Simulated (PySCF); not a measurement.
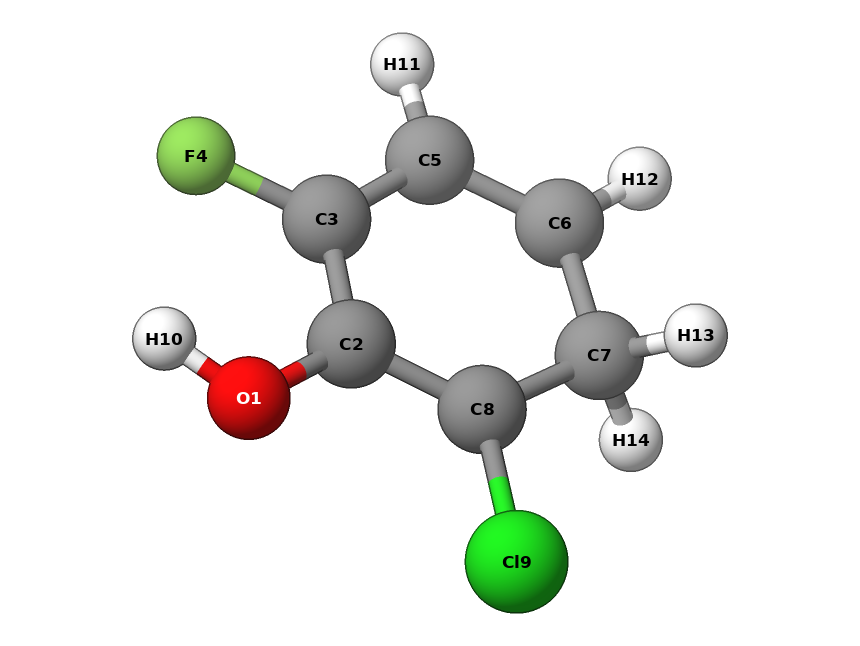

Charge 0, doublet. The geometry was computed by an optimisation with GFN2-xTB. No frequency run is at hand to confirm it as a minimum. Method: UKS B3LYP, pcH-1 on C Cl F H O, non-relativistic (PySCF 2.14.0). Fermi-contact and spin-dipolar terms alone, no spin-orbit part.

Which nucleus has the largest dipolar (anisotropic) hyperfine coupling?

Answer. 19F at F4: principal values −142.1, −114.2, 256.2 MHz.

List the isotropic and dipolar parts for the most strongly coupled nuclei, one of each equivalent set.

```json
{"atom": "F4", "isotope": "19F", "a_iso (MHz)": "79.2", "dipolar part (MHz)": "−142.1, −114.2, 256.2"}
{"atom": "C3", "isotope": "13C", "a_iso (MHz)": "55.8", "dipolar part (MHz)": "−45.9, −45.1, 91.0"}
{"atom": "C8", "isotope": "13C", "a_iso (MHz)": "46.0", "dipolar part (MHz)": "−37.5, −35.5, 73.0"}
{"atom": "C6", "isotope": "13C", "a_iso (MHz)": "36.6", "dipolar part (MHz)": "−33.7, −31.5, 65.1"}
{"atom": "C2", "isotope": "13C", "a_iso (MHz)": "−39.9", "dipolar part (MHz)": "−23.9, 11.1, 12.8"}
{"atom": "C5", "isotope": "13C", "a_iso (MHz)": "−36.7", "dipolar part (MHz)": "−23.3, 10.3, 13.0"}
{"atom": "Cl9", "isotope": "35Cl", "a_iso (MHz)": "1.8", "dipolar part (MHz)": "−12.5, −6.7, 19.2"}
{"atom": "H12", "isotope": "1H", "a_iso (MHz)": "−28.2", "dipolar part (MHz)": "−15.8, −1.1, 16.9"}
```
